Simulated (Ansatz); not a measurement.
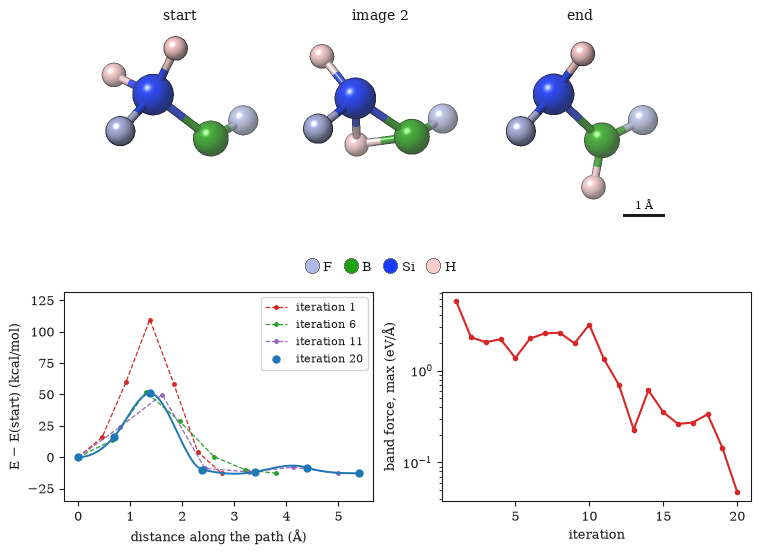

A nudged-elastic-band calculation for BSiH₂F₂ (multiplicity 2). Images are numbered from 0 (start) to 6 (end). The plot follows the band through its iterations. The picture is a ball-and-stick view, seen from a free direction.

All numbers below come from UHF/STO-3G (Ansatz).

Input
```yaml
crystal:
  periodic: [false, false, false]
  atoms:
    - { symbol: F, position_ang: [-1.272511, 1.64887, 1.163503] }
    - { symbol: B, position_ang: [-1.239832, 0.462928, 0.654117] }
    - { symbol: Si, position_ang: [0.333095, -0.324057, -0.259442] }
    - { symbol: F, position_ang: [0.005128, -1.83557, -0.773423] }
    - { symbol: H, position_ang: [1.459682, -0.399067, 0.613805] }
    - { symbol: H, position_ang: [0.714437, 0.446886, -1.398569] }
magnetization:
  spin_polarized: true
  initial_magnetization: 1
basis:
  gaussian: { orbitals: STO-3G }
hamiltonian:
  xc: hf
neb:
  order_check: false
  images: 5
  f_tol: 0.05
  max_iterations: 60
  initial_path: linear
  final_atoms:
    - { symbol: F, position_ang: [-0.73422908, 1.53965484, 1.09784983] }
    - { symbol: B, position_ang: [-0.20765051, 0.36858223, 0.88843679] }
    - { symbol: Si, position_ang: [0.59942805, -0.12389413, -0.835485] }
    - { symbol: F, position_ang: [0.69192347, -1.74605209, -0.98860544] }
    - { symbol: H, position_ang: [-0.18346542, -0.37340235, 1.79347508] }
    - { symbol: H, position_ang: [-0.16600751, 0.3351015, -1.95568026] }
```

Command:
```bash
ansatz run input.yaml --threads 1 --pin off --max-ram 2048MiB --backend cpu --events-out ev --progress --plain --runs-dir out
```

Did the band converge, and can the barrier be trusted?

The run is converged, with reservations. The band converged in 20 iterations. The largest component of the band force went from 5.7 to 0.048 eV/Å. The climbing image converged on the top of the path. Its curvatures weren't checked. The straight starting path can push atoms close together and costs iterations. The first iteration put the highest image at 109.8 kcal/mol. The energy climbs by 50.8 kcal/mol to image 2 and then falls by 63.6 kcal/mol, so the end point sits at −12.8 kcal/mol.

Limits of the set-up: STO-3G is a minimal basis, so the numbers are rough.

Cost: 32 s on 1 thread of Arm Neoverse V2 (shared host), peak memory 0.07 GiB.
